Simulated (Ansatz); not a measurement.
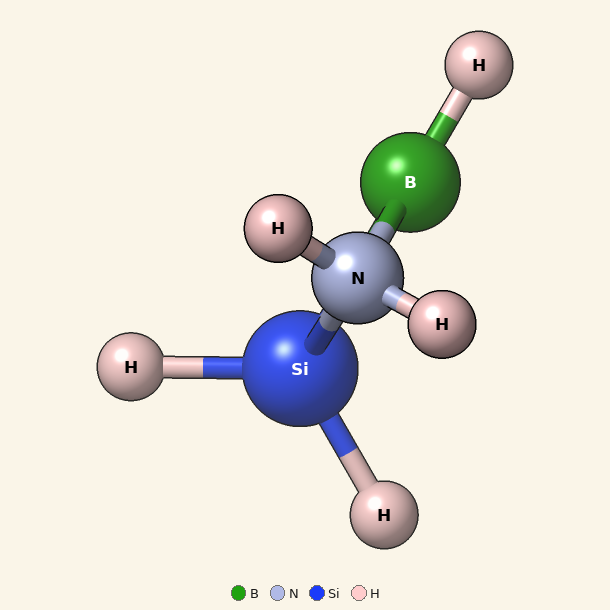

The species has charge +1 and is a spin singlet. Computed geometry: PBE0-D4/def2-TZVP optimisation. No frequency run is at hand to confirm it as a minimum. Level of theory: RHF-CCSD(T), frozen core/def2-TZVPP (Ansatz 0.2.0).

What does the calculation give?

The species is BH₅NSi⁺.
- T1 diagnostic: 0.011
